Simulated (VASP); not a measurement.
Band structure of Mg3Sb2 (space group P-3m1). Calculation: LDA (Ceperley-Alder, Perdew-Zunger), VASP's LDA PAW potentials (set 64) (plane waves; VASP).

Unless said otherwise, spin-orbit coupling is left out, though it shifts the bands of the heavy elements here.

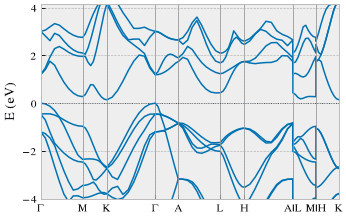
Bands along high-symmetry lines, zero at the valence-band maximum or, without a gap, the Fermi level

Task: Read the plot: is there a gap, and where are the band edges?

Result: The gap is indirect, 0.14 eV, from the valence maximum at Γ to the conduction minimum at K. (Edges off the drawn lines would not show.)

The structure comes from a computed database's Mg3Sb2 entry (P-3m1); how it stands against other phases isn't given here. It was relaxed first.
